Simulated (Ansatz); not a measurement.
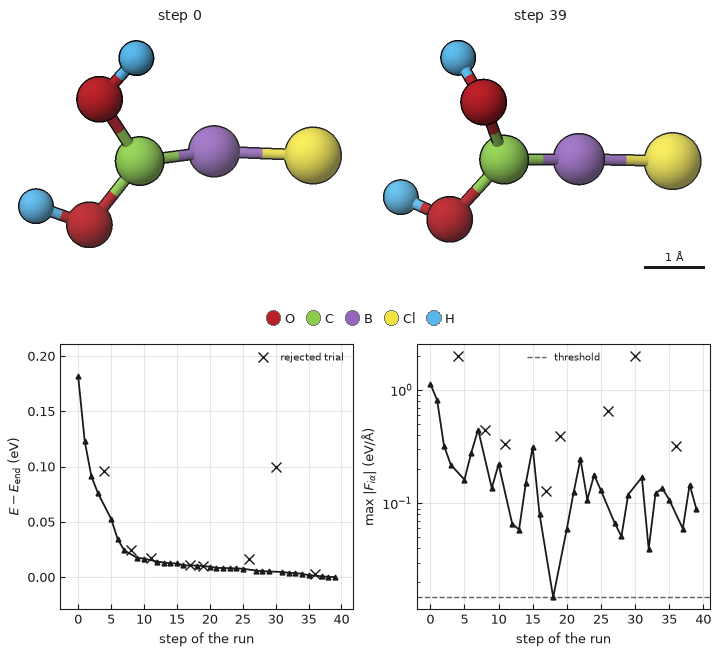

First and last geometry of a relaxation of CH₂BClO₂, with the history of the run. The picture is a ball-and-stick view, seen at a tilt.

The run prepares an end point of a later path (torsion) calculation, from a guessed geometry.

Theory: RKS BHLYP/6-31G* (Ansatz 0.2.0).

Input
```yaml
crystal:
  periodic: [false, false, false]
  atoms:
    - { symbol: O, position_ang: [-1.39831, -0.26478, 0.6773] }
    - { symbol: C, position_ang: [-0.18728, -0.05639, 0.06966] }
    - { symbol: O, position_ang: [0.76572, -0.93948, 0.579] }
    - { symbol: B, position_ang: [0.13049, 1.101, -0.69506] }
    - { symbol: Cl, position_ang: [0.34968, 1.90602, -2.12558] }
    - { symbol: H, position_ang: [-1.2339, -0.84403, 1.43326] }
    - { symbol: H, position_ang: [1.5736, -0.90234, 0.06141] }
basis:
  gaussian: { orbitals: "6-31G*" }
hamiltonian:
  xc: { name: BHLYP }
relax:
  f_tol: 0.015
  max_steps: 40
output:
  orbitals: {}
```

Command:
```bash
ansatz run input.yaml --threads 1 --pin off --max-ram 2048MiB --backend cpu --events-out ev --progress --plain --runs-dir out
```

Read the history and describe the run.

Answer. The relaxation stopped without meeting its thresholds, so the last structure isn't shown to be converged. It used up its limit of 40 steps. The energy falls by 0.182 eV in 31 accepted moves (39 points after the start). Largest force component: 1.1 eV/Å at the start, 0.088 eV/Å at the end. The line search rejected the trial steps at points 4, 8, 11, 17, 19, 26, 30, 36 of the run. The forces were under the threshold at step 18, but the run went on from there. The atom that moves furthest after the best rigid fit is H7 (0.69 Å). Largest moves by element: H 0.69 Å, O 0.59 Å, Cl 0.34 Å, B 0.28 Å, C 0.18 Å. Some distances before and after: B4–Cl5 1.656 → 1.688 Å, C2–B4 1.423 → 1.392 Å, C2–O3 1.396 → 1.376 Å, O1–C2 1.371 → 1.365 Å. Bond angles that change, for instance: C2–B4–Cl5 152.8° → 175.6°, O1–C2–O3 110.2° → 116.3°, C2–O1–H6 106.7° → 109.7°. Groups turn about C2–O3 by about 105°, O1–C2 by about 40°. Cost: 5.3 min on 1 thread of Intel(R) Xeon(R) Processor @ 2.50GHz (Skylake/Cascade Lake), with other jobs on the host, peak memory 0.17 GiB.
